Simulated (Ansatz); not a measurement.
# SiHBrF2 (SMILES F[SiH](F)Br): revPBE/def2-SVPD

Aim: the electronic atomisation energy of SiHBrF2 at revPBE/def2-SVPD, from 5 runs. 

Program for the calculation: Ansatz 0.2.0.

36 further runs of the same task are left out: 36 set aside as unsound or not needed. Runs told in other sessions of the task aren't counted.

## (1) The molecule

SiHBrF2 has 5 atoms, charge 0, and is taken as a singlet. As SMILES, `F[SiH](F)Br`. The shape is that of a PBE0-D4/def2-TZVP optimisation.

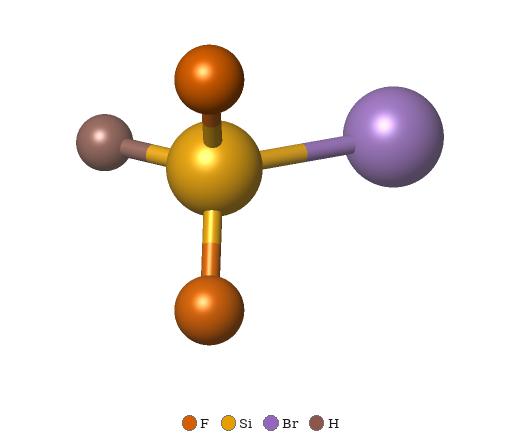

The structure, seen from a chosen angle (fluorine orange, silicon amber, bromine purple, hydrogen brown).

## (2) A single-point energy at revPBE/def2-SVPD

in.yaml

```yaml
crystal:
  periodic: [false, false, false]
  atoms:
    - {symbol: F, position_ang: [-0.224900, -0.396300, 1.531900]}
    - {symbol: Si, position_ang: [0.124200, 0.002500, 0.045800]}
    - {symbol: F, position_ang: [0.210200, 1.576700, -0.017200]}
    - {symbol: Br, position_ang: [-1.476800, -0.678900, -1.271900]}
    - {symbol: H, position_ang: [1.417200, -0.577700, -0.330000]}
basis:
  gaussian:
    orbitals: def2-SVPD
output: {orbitals: {seedname: orbitals}}
accuracy: high
hamiltonian:
  xc: {name: revPBE}
```

Launch:

```sh
$ ansatz run in.yaml --threads 1 --pin off --max-ram 2610MiB --events-out events.jsonl --progress --plain --runs-dir runs
```

Output:

```text
Warning: RAYON_NUM_THREADS=1 ignored (pool sized by the plan → 1); use --threads N
Functional definition: revPBE
  name "revPBE"
  parameter kappa = 1.245
  parameter beta = 0.06672455060314922
  exchange = pbe_x(kappa = kappa, mu = beta*pi^2/3)
  correlation = pbe_c(beta = beta)
2220 factors; integrals over basis functions are off by at most 4.6e-9 eV
mean field evaluation 1: about -83350.8137 eV, gradient 4.6e1 eV
mean field evaluation 2: about -83339.3256 eV, gradient 9.8e1 eV
mean field evaluation 4: about -83353.9965 eV, gradient 2.1e0 eV
mean field evaluation 8: about -83354.0062 eV, gradient 1.8e-1 eV
mean field evaluation 16: about -83354.0063 eV, gradient 2.1e-5 eV
mean field -83354.00629484 eV, -3063.2032319605 hartree, gradient 5.7e-8 eV, S^2 0.000000; 0 other end points of the search recorded, 0 dependent functions left out
reference -83354.00629980 eV, -3063.2032321429 hartree; 34, 34 occupied and 85, 85 virtual orbitals, 2220 factors
Total energy: -83354.00629980 eV, -3063.2032321429 hartree
```

Wall time 11 s (1 thread of Arm Neoverse V1, shared host); peak memory 0.32 GiB.

## (3) The Br atom at the same level

in.yaml

```yaml
basis:
  gaussian:
    orbitals: def2-SVPD
crystal:
  periodic: [false, false, false]
  atoms:
    - {symbol: Br, position_ang: [0.000000, 0.000000, 0.000000]}
magnetization:
  spin_polarized: true
  initial_magnetization: 1
hamiltonian:
  xc: {name: revPBE}
accuracy: high
```

Run the same way, it converges to -2573.58172 Eh (log not shown).

## (4) The F atom at the same level

input.yaml

```yaml
crystal:
  periodic: [false, false, false]
  atoms:
    - {symbol: F, position_ang: [0.000000, 0.000000, 0.000000]}
basis:
  gaussian: {orbitals: def2-SVPD}
magnetization: {spin_polarized: true, initial_magnetization: 1}
hamiltonian: {xc: {name: revPBE}}
accuracy: high
```

Launch:

```sh
$ ansatz run input.yaml --threads 1 --pin off --max-ram 2610MiB --events-out events.jsonl --progress --plain --runs-dir runs
```

Output:

```text
Warning: RAYON_NUM_THREADS=1 ignored (pool sized by the plan → 1); use --threads N
Functional definition: revPBE
  name "revPBE"
  parameter kappa = 1.245
  parameter beta = 0.06672455060314922
  exchange = pbe_x(kappa = kappa, mu = beta*pi^2/3)
  correlation = pbe_c(beta = beta)
194 factors; integrals over basis functions are off by at most 1.8e-9 eV
mean field evaluation 1: about -2710.6926 eV, gradient 5.6e0 eV
mean field evaluation 2: about -2710.7106 eV, gradient 5.1e0 eV
mean field evaluation 4: about -2710.7931 eV, gradient 7.7e-3 eV
mean field evaluation 8: about -2710.7932 eV, gradient 9.7e-5 eV
mean field evaluation 16: about -2710.7926 eV, gradient 1.6e-1 eV
mean field evaluation 32: about -2710.7932 eV, gradient 6.0e-4 eV
mean field -2710.79316998 eV, -99.6198115550 hartree, gradient 7.3e-9 eV, S^2 0.751349; 2 other end points of the search recorded, 0 dependent functions left out
reference -2710.79317290 eV, -99.6198116626 hartree; 5, 4 occupied and 18, 19 virtual orbitals, 194 factors
Total energy: -2710.79317290 eV, -99.6198116626 hartree
```

Wall time 0.64 s (1 thread of Arm Neoverse V1, shared host).

## (5) The H atom, same level

job.yaml

```yaml
crystal:
  periodic: [false, false, false]
  atoms:
    - {symbol: H, position_ang: [0.000000, 0.000000, 0.000000]}
basis:
  gaussian: {orbitals: def2-SVPD}
hamiltonian: {xc: {name: revPBE}}
magnetization: {spin_polarized: true, initial_magnetization: 1}
accuracy: high
```

Run the same way, it converges to -0.50319 Eh (log not shown).

## (6) The Si atom, same level

run.yaml

```yaml
crystal:
  periodic: [false, false, false]
  atoms:
    - symbol: Si
      position_ang: [0.000000, 0.000000, 0.000000]
basis:
  gaussian: {orbitals: def2-SVPD}
hamiltonian: {xc: {name: revPBE}}
magnetization: {spin_polarized: true, initial_magnetization: 2}
accuracy: high
```

Run the same way, it converges to -289.21788 Eh (log not shown).

## (7) Outcome

At revPBE/def2-SVPD:

```
                     quantity           value
       molecule: total energy  -3063.20323 Eh
        molecule: HOMO energy        -7.94 eV
        molecule: LUMO energy        -0.87 eV
      molecule: HOMO–LUMO gap         7.06 eV
        Br atom: total energy  -2573.58172 Eh
                Br atom: ⟨S²⟩           0.752
         F atom: total energy    -99.61981 Eh
                 F atom: ⟨S²⟩           0.751
         H atom: total energy     -0.50319 Eh
                 H atom: ⟨S²⟩           0.750
        Si atom: total energy   -289.21788 Eh
                Si atom: ⟨S²⟩           2.004
electronic atomisation energy       17.982 eV
```

**Reading.** Taking the molecule apart into free atoms costs 17.98 eV (415 kcal/mol), before zero-point energy and without spin-orbit coupling.
